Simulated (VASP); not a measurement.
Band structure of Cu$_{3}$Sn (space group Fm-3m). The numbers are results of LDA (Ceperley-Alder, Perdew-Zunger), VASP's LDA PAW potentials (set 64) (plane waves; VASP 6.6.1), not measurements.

Unless said otherwise, spin-orbit coupling is left out, though it shifts the bands of the heavy elements here.

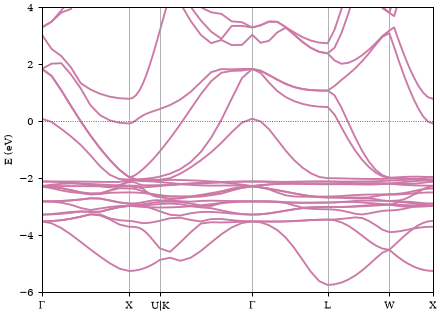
Figure. Bands along high-symmetry lines, zero at the valence-band maximum or, without a gap, the Fermi level

Question: Read the plot: is there a gap, and where are the band edges?

Answer: It has no gap at this level: it comes out as a metal or semimetal.

The structure was generated: Cu3Sn was put into an ordered model structure, which need not be its known phase. The cell was not relaxed at this level. The electron count is odd and the run is not spin-polarised, which forces a metal.
